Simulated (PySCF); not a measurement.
# Cl2HSi(SH): NMR shifts at several levels of theory, part 2 of 2

PySCF 2.14.0. Atoms count from 0. Earlier steps stand in the parts before.

### Step 10. Shielding tensors: KT3/pcSseg-2

The job: settings as JSON, then the geometry in Å.

```
{"job": {"kind": "nmr", "xc": "KT3", "basis": "pcSseg-2", "pop": false}, "charge": 0, "multiplicity": 1}
S      1.294218    -0.961795    -0.624870
Si    -0.425593     0.045540     0.107957
Cl    -2.021604    -0.928094    -0.727812
Cl    -0.452480     2.019943    -0.464049
H      2.150913    -0.187975     0.081008
H     -0.539194     0.016350     1.584606
```

With the program's defaults for keys left out, this is: GIAO KT3/pcSseg-2 NMR shielding, non-relativistic, gas phase.

Standard output:

```text
coarse grid: 7736 points
cycle   1  E = -1620.7211961953  dE =  3.120e-01  |g| = 4.514e-01  |ddm| = 2.063e+00
cycle   2  E = -1620.6664337611  dE =  5.476e-02  |g| = 6.501e-01  |ddm| = 1.036e+00
cycle   3  E = -1620.7665070941  dE = -1.001e-01  |g| = 1.151e-01  |ddm| = 6.763e-01
cycle   4  E = -1620.7700436354  dE = -3.537e-03  |g| = 2.037e-02  |ddm| = 1.251e-01
cycle   5  E = -1620.7701432335  dE = -9.960e-05  |g| = 7.643e-03  |ddm| = 2.627e-02
cycle   6  E = -1620.7701606775  dE = -1.744e-05  |g| = 1.651e-03  |ddm| = 9.180e-03
cycle   7  E = -1620.7701613349  dE = -6.574e-07  |g| = 3.664e-04  |ddm| = 1.854e-03
final grid: 57912 points
cycle   8  E = -1620.8010886575  dE = -2.713e-04  |g| = 3.108e-02  |ddm| = 5.002e-02
cycle   9  E = -1620.8010319809  dE =  5.668e-05  |g| = 2.675e-02  |ddm| = 4.016e-02
cycle  10  E = -1620.8011573255  dE = -1.253e-04  |g| = 8.111e-03  |ddm| = 3.127e-02
cycle  11  E = -1620.8011753342  dE = -1.801e-05  |g| = 1.420e-03  |ddm| = 8.374e-03
cycle  12  E = -1620.8011758627  dE = -5.285e-07  |g| = 2.928e-04  |ddm| = 1.535e-03
cycle  13  E = -1620.8011758855  dE = -2.277e-08  |g| = 7.006e-05  |ddm| = 3.731e-04
cycle  14  E = -1620.8011758867  dE = -1.203e-09  |g| = 1.703e-05  |ddm| = 8.613e-05
cycle  15  E = -1620.8011758868  dE = -5.548e-11  |g| = 7.441e-06  |ddm| = 2.391e-05
converged SCF energy = -1620.8011758868

GIAO shielding tensors (ppm)
atom      isotropic    diamagn.    paramagn.     s11        s22        s33       span
  0 S      627.774    1058.533    -430.759    511.774    610.277    761.272    249.498
  1 Si     342.752     877.246    -534.494    294.382    360.732    373.141     78.760
  2 Cl     843.883    1149.844    -305.961    727.524    821.090    983.036    255.512
  3 Cl     783.441    1150.250    -366.808    669.922    735.690    944.712    274.790
  4 H       30.247      30.315      -0.069     23.131     27.388     40.222     17.091
  5 H       24.892      27.816      -2.925     21.706     22.352     30.619      8.913
```

Run time: 34 s. Hardware: 1 thread, shared host.

This run: δ S0 -102, Si1 15.5, Cl2 124, H5 6.46, H4 1.11 ppm (means over like atoms).

### Step 11. Shielding tensors: B97-D/pcSseg-2

Same as in step 10 but for these lines:

```diff
@@ -1,2 +1,2 @@
-{"job": {"kind": "nmr", "xc": "KT3", "basis": "pcSseg-2", "pop": false}, "charge": 0, "multiplicity": 1}
+{"job": {"kind": "nmr", "xc": "B97-D", "basis": "pcSseg-2", "pop": false}, "charge": 0, "multiplicity": 1}
 S      1.294218    -0.961795    -0.624870
```

With the program's defaults for keys left out, this is: GIAO B97-D/pcSseg-2 NMR shielding, non-relativistic, gas phase.

Standard output:

```text
coarse grid: 7736 points
cycle   1  E = -1609.5147706185  dE =  3.034e-01  |g| = 4.363e-01  |ddm| = 2.054e+00
cycle   2  E = -1609.4454993516  dE =  6.927e-02  |g| = 7.022e-01  |ddm| = 1.065e+00
cycle   3  E = -1609.5624332207  dE = -1.169e-01  |g| = 9.828e-02  |ddm| = 6.902e-01
cycle   4  E = -1609.5647880008  dE = -2.355e-03  |g| = 3.358e-02  |ddm| = 1.207e-01
cycle   5  E = -1609.5650654246  dE = -2.774e-04  |g| = 7.372e-03  |ddm| = 3.314e-02
cycle   6  E = -1609.5650807172  dE = -1.529e-05  |g| = 1.940e-03  |ddm| = 9.490e-03
cycle   7  E = -1609.5650816673  dE = -9.502e-07  |g| = 5.370e-04  |ddm| = 2.158e-03
final grid: 57912 points
cycle   8  E = -1609.5546145019  dE = -6.096e-05  |g| = 1.809e-02  |ddm| = 2.868e-02
cycle   9  E = -1609.5545736867  dE =  4.082e-05  |g| = 1.931e-02  |ddm| = 2.679e-02
cycle  10  E = -1609.5546425689  dE = -6.888e-05  |g| = 5.553e-03  |ddm| = 2.062e-02
cycle  11  E = -1609.5546503996  dE = -7.831e-06  |g| = 9.194e-04  |ddm| = 5.251e-03
cycle  12  E = -1609.5546506209  dE = -2.213e-07  |g| = 1.462e-04  |ddm| = 1.013e-03
cycle  13  E = -1609.5546506265  dE = -5.605e-09  |g| = 3.634e-05  |ddm| = 1.890e-04
cycle  14  E = -1609.5546506268  dE = -3.151e-10  |g| = 9.828e-06  |ddm| = 4.347e-05
converged SCF energy = -1609.5546506268

GIAO shielding tensors (ppm)
atom      isotropic    diamagn.    paramagn.     s11        s22        s33       span
  0 S      605.096    1057.563    -452.466    483.764    585.277    746.248    262.484
  1 Si     319.624     875.800    -556.176    269.833    337.473    351.566     81.733
  2 Cl     833.125    1148.933    -315.808    712.689    809.128    977.558    264.869
  3 Cl     771.483    1149.319    -377.836    653.504    722.306    938.638    285.134
  4 H       30.298      30.173       0.125     23.240     27.521     40.133     16.893
  5 H       24.862      27.686      -2.824     21.703     22.347     30.536      8.833
```

Run time: 28 s. Hardware: 1 thread, shared host.

This run: δ S0 -102, Si1 16.9, Cl2 124, H5 6.53, H4 1.10 ppm (means over like atoms).

### Step 12. NMR shieldings: B3LYP/pcSseg-2

Same as in step 11 but for these lines:

```diff
@@ -1,2 +1,2 @@
-{"job": {"kind": "nmr", "xc": "B97-D", "basis": "pcSseg-2", "pop": false}, "charge": 0, "multiplicity": 1}
+{"job": {"kind": "nmr", "xc": "B3LYP", "basis": "pcSseg-2", "pop": false}, "charge": 0, "multiplicity": 1}
 S      1.294218    -0.961795    -0.624870
```

Method: GIAO B3LYP/pcSseg-2 NMR shielding, non-relativistic, gas phase.

Standard output:

```text
coarse grid: 7736 points
cycle   1  E = -1609.5227231792  dE =  3.059e-01  |g| = 3.962e-01  |ddm| = 2.007e+00
cycle   2  E = -1609.4917696232  dE =  3.095e-02  |g| = 5.443e-01  |ddm| = 8.514e-01
cycle   3  E = -1609.5634840590  dE = -7.171e-02  |g| = 5.624e-02  |ddm| = 5.080e-01
cycle   4  E = -1609.5640551173  dE = -5.711e-04  |g| = 2.526e-02  |ddm| = 6.599e-02
cycle   5  E = -1609.5642066538  dE = -1.515e-04  |g| = 3.379e-03  |ddm| = 2.393e-02
cycle   6  E = -1609.5642088139  dE = -2.160e-06  |g| = 1.423e-03  |ddm| = 3.893e-03
final grid: 57912 points
cycle   7  E = -1609.5722870547  dE = -1.428e-05  |g| = 2.625e-03  |ddm| = 1.011e-02
cycle   8  E = -1609.5722866863  dE =  3.684e-07  |g| = 2.800e-03  |ddm| = 4.579e-03
cycle   9  E = -1609.5722884480  dE = -1.762e-06  |g| = 4.131e-04  |ddm| = 2.631e-03
cycle  10  E = -1609.5722884779  dE = -2.988e-08  |g| = 1.547e-04  |ddm| = 4.326e-04
cycle  11  E = -1609.5722884837  dE = -5.791e-09  |g| = 3.356e-05  |ddm| = 1.486e-04
cycle  12  E = -1609.5722884839  dE = -2.292e-10  |g| = 9.135e-06  |ddm| = 3.858e-05
converged SCF energy = -1609.5722884839

GIAO shielding tensors (ppm)
atom      isotropic    diamagn.    paramagn.     s11        s22        s33       span
  0 S      602.499    1056.702    -454.203    474.073    582.625    750.799    276.726
  1 Si     305.465     874.738    -569.273    256.030    322.526    337.840     81.810
  2 Cl     837.455    1148.101    -310.646    714.696    813.496    984.172    269.477
  3 Cl     776.888    1148.479    -371.591    657.196    726.138    947.329    290.133
  4 H       30.313      30.219       0.094     23.199     27.432     40.309     17.110
  5 H       25.019      27.597      -2.578     21.870     22.461     30.726      8.855
```

It took 22 s on 1 thread, shared host.

This run: δ S0 -110, Si1 19.1, Cl2 120, H5 6.37, H4 1.08 ppm (means over like atoms).

### Step 13. Nuclear shieldings: PBE0/pcSseg-2

Same as in step 12 but for these lines:

```diff
@@ -1,2 +1,2 @@
-{"job": {"kind": "nmr", "xc": "B3LYP", "basis": "pcSseg-2", "pop": false}, "charge": 0, "multiplicity": 1}
+{"job": {"kind": "nmr", "xc": "PBE0", "basis": "pcSseg-2", "pop": false}, "charge": 0, "multiplicity": 1}
 S      1.294218    -0.961795    -0.624870
```

Method: GIAO PBE0/pcSseg-2 NMR shielding, non-relativistic, gas phase.

Standard output:

```text
coarse grid: 7736 points
cycle   1  E = -1608.8861682491  dE =  3.104e-01  |g| = 3.754e-01  |ddm| = 2.019e+00
cycle   2  E = -1608.8673953885  dE =  1.877e-02  |g| = 4.748e-01  |ddm| = 7.698e-01
cycle   3  E = -1608.9228441854  dE = -5.545e-02  |g| = 5.215e-02  |ddm| = 4.471e-01
cycle   4  E = -1608.9233395516  dE = -4.954e-04  |g| = 2.043e-02  |ddm| = 5.524e-02
cycle   5  E = -1608.9234363822  dE = -9.683e-05  |g| = 3.100e-03  |ddm| = 1.966e-02
cycle   6  E = -1608.9234383552  dE = -1.973e-06  |g| = 1.177e-03  |ddm| = 3.376e-03
final grid: 57912 points
cycle   7  E = -1608.9394922575  dE = -3.889e-05  |g| = 6.244e-03  |ddm| = 1.621e-02
cycle   8  E = -1608.9394921286  dE =  1.289e-07  |g| = 4.771e-03  |ddm| = 7.821e-03
cycle   9  E = -1608.9394962802  dE = -4.152e-06  |g| = 7.235e-04  |ddm| = 4.926e-03
cycle  10  E = -1608.9394964263  dE = -1.461e-07  |g| = 8.758e-05  |ddm| = 8.466e-04
cycle  11  E = -1608.9394964279  dE = -1.600e-09  |g| = 2.601e-05  |ddm| = 9.290e-05
cycle  12  E = -1608.9394964280  dE = -1.569e-10  |g| = 6.224e-06  |ddm| = 2.699e-05
converged SCF energy = -1608.9394964280

GIAO shielding tensors (ppm)
atom      isotropic    diamagn.    paramagn.     s11        s22        s33       span
  0 S      630.908    1056.493    -425.585    508.573    612.155    771.997    263.424
  1 Si     321.740     874.866    -553.126    274.792    338.284    352.143     77.351
  2 Cl     852.135    1147.728    -295.592    735.054    834.940    986.412    251.358
  3 Cl     793.773    1148.108    -354.336    680.418    750.313    950.587    270.170
  4 H       30.024      29.897       0.127     22.765     26.954     40.352     17.588
  5 H       24.859      27.399      -2.541     21.704     22.265     30.607      8.902
```

Run time: 21 s. Hardware: 1 thread, shared host.

In short: δ S0 -128, Si1 19.5, Cl2 118, H5 6.39, H4 1.22 ppm (means over like atoms).

### Step 14. Nuclear shieldings: mPW1PW91/pcSseg-2

Same as in step 13 but for these lines:

```diff
@@ -1,2 +1,2 @@
-{"job": {"kind": "nmr", "xc": "PBE0", "basis": "pcSseg-2", "pop": false}, "charge": 0, "multiplicity": 1}
+{"job": {"kind": "nmr", "xc": "mPW1PW91", "basis": "pcSseg-2", "pop": false}, "charge": 0, "multiplicity": 1}
 S      1.294218    -0.961795    -0.624870
```

With the program's defaults for keys left out, this is: GIAO mPW1PW91/pcSseg-2 NMR shielding, non-relativistic, gas phase.

Standard output:

```text
coarse grid: 7736 points
cycle   1  E = -1609.5242133596  dE =  3.100e-01  |g| = 3.795e-01  |ddm| = 2.018e+00
cycle   2  E = -1609.5045959779  dE =  1.962e-02  |g| = 4.860e-01  |ddm| = 7.860e-01
cycle   3  E = -1609.5624030404  dE = -5.781e-02  |g| = 5.078e-02  |ddm| = 4.537e-01
cycle   4  E = -1609.5628790452  dE = -4.760e-04  |g| = 2.082e-02  |ddm| = 5.516e-02
cycle   5  E = -1609.5629795924  dE = -1.005e-04  |g| = 3.073e-03  |ddm| = 1.990e-02
cycle   6  E = -1609.5629814863  dE = -1.894e-06  |g| = 1.217e-03  |ddm| = 3.360e-03
final grid: 57912 points
cycle   7  E = -1609.5755860469  dE = -2.766e-05  |g| = 4.741e-03  |ddm| = 1.405e-02
cycle   8  E = -1609.5755860416  dE =  5.299e-09  |g| = 3.471e-03  |ddm| = 5.417e-03
cycle   9  E = -1609.5755881080  dE = -2.066e-06  |g| = 5.833e-04  |ddm| = 3.450e-03
cycle  10  E = -1609.5755882003  dE = -9.239e-08  |g| = 1.083e-04  |ddm| = 6.440e-04
cycle  11  E = -1609.5755882029  dE = -2.522e-09  |g| = 2.919e-05  |ddm| = 1.064e-04
cycle  12  E = -1609.5755882031  dE = -2.124e-10  |g| = 8.770e-06  |ddm| = 3.342e-05
converged SCF energy = -1609.5755882031

GIAO shielding tensors (ppm)
atom      isotropic    diamagn.    paramagn.     s11        s22        s33       span
  0 S      628.040    1056.694    -428.654    504.970    609.014    770.136    265.165
  1 Si     320.416     875.007    -554.590    273.409    336.895    350.945     77.535
  2 Cl     852.624    1147.958    -295.334    735.536    834.992    987.345    251.810
  3 Cl     794.773    1148.338    -353.565    681.208    750.919    952.193    270.985
  4 H       30.107      29.930       0.176     22.852     27.060     40.407     17.556
  5 H       24.941      27.462      -2.521     21.795     22.353     30.675      8.880
```

Wall time 21 s (1 thread, shared host).

Key values: δ S0 -129, Si1 19.6, Cl2 114, H5 6.35, H4 1.19 ppm (means over like atoms).

### Step 15. Comparing the runs: NMR shifts

Shifts (ppm), means over like atoms, with basis size and wall time:

| run | H5 | H4 | S0 | Si1 | Cl2 | functions | time |
| --- | --- | --- | --- | --- | --- | --- | --- |
| HF/pcSseg-2 | 5.59 | 1.14 | -153 | 7.4 | 46 | 200 | 13 s |
| LDA/pcSseg-2 | 7.03 | 1.48 | -102 | 27.4 | 184 | 200 | 23 s |
| PBE/pcSseg-2 | 6.75 | 1.20 | -106 | 20.5 | 149 | 200 | 29 s |
| BLYP/pcSseg-2 | 6.66 | 1.04 | -91 | 19.4 | 143 | 200 | 28 s |
| BP86/pcSseg-2 | 6.75 | 1.17 | -105 | 20.8 | 144 | 200 | 28 s |
| OPBE/pcSseg-2 | 6.61 | 1.24 | -125 | 17.2 | 125 | 200 | 30 s |
| KT2/pcSseg-2 | 6.70 | 1.25 | -95 | 19.4 | 146 | 200 | 35 s |
| KT3/pcSseg-2 | 6.46 | 1.11 | -102 | 15.5 | 124 | 200 | 34 s |
| B97-D/pcSseg-2 | 6.53 | 1.10 | -102 | 16.9 | 124 | 200 | 28 s |
| B3LYP/pcSseg-2 | 6.37 | 1.08 | -110 | 19.1 | 120 | 200 | 22 s |
| PBE0/pcSseg-2 | 6.39 | 1.22 | -128 | 19.5 | 118 | 200 | 21 s |
| mPW1PW91/pcSseg-2 | 6.35 | 1.19 | -129 | 19.6 | 114 | 200 | 21 s |
| measured | – | – | – | 1.9 | – | – | – |

Measured: solution; U. Herzog, Habilitationsschrift, TU Bergakademie Freiberg, 2002/2003.

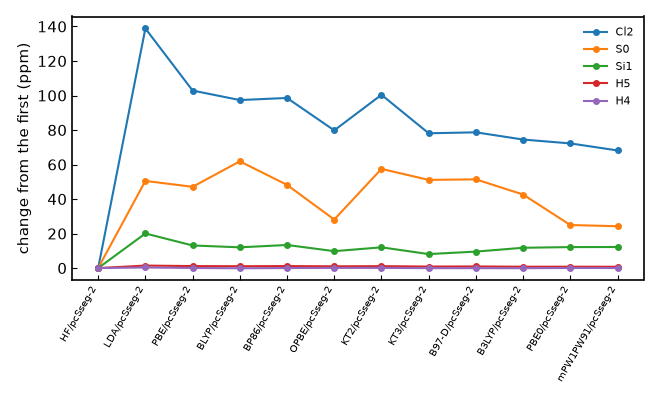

How the tabulated atoms move from run to run.

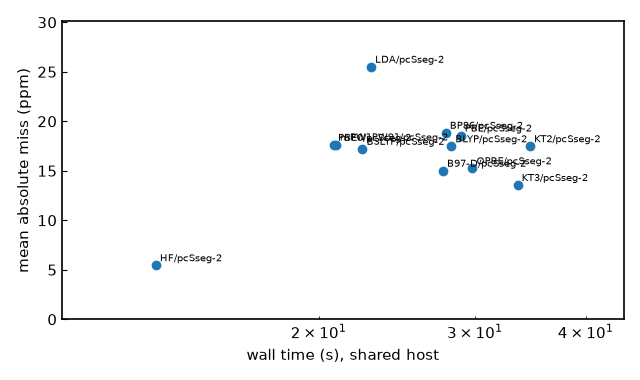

Cost against miss for the one measured 29Si shift.

### Step 16. Outcome

This closing draws on all 2 parts.

| quantity | value |
| --- | --- |
| point group | C1 |
| rotational constants (main isotopes) | 2.46, 2.31, 1.28 GHz |
| 1H shifts against TMS (HF/pcSseg-2) | 5.59, 1.14 ppm |
| 33S shifts against CS2 (HF/pcSseg-2) | -153 ppm |
| 29Si shifts against TMS (HF/pcSseg-2) | 7.4 ppm |
| 35Cl shifts against HCl (HF/pcSseg-2, means over atoms taken as alike) | 46 ppm |
| measured, and computed on the same scale | Si1 δ 1.9, 7.4 ppm |
| range of the shift of Cl2 | 46 to 184 ppm |

**Reading.** Single values in the summary come from the first run of each kind that ended normally (HF/pcSseg-2), which need not be the best level. The optimisation took 8 steps and gained 0.095 eV; among the close pairs (by a distance rule), Si1–Cl2 changed most, from 2.002 to 2.048 Å. At HF/pcSseg-2: The largest span, 287 ppm, is at S0, where the paramagnetic term is -380 ppm. The one measured 29Si shift is missed by +5.4 ppm (computed less measured, unscaled). Vibration, temperature and solvent are missing from the calculation, so part of the miss against the measured shifts is not the functional's. In ppm, Cl2 (with its like atoms) moves most: its shift spreads over 139 ppm, from 46 (HF/pcSseg-2) to 184 (LDA/pcSseg-2). For the one measured 29Si shift, HF/pcSseg-2 misses least (5.4 ppm, 13 s) and LDA/pcSseg-2 most (25.5 ppm, 23 s). One molecule ranks no method: errors cancel, and vibration and temperature are missing from all runs.
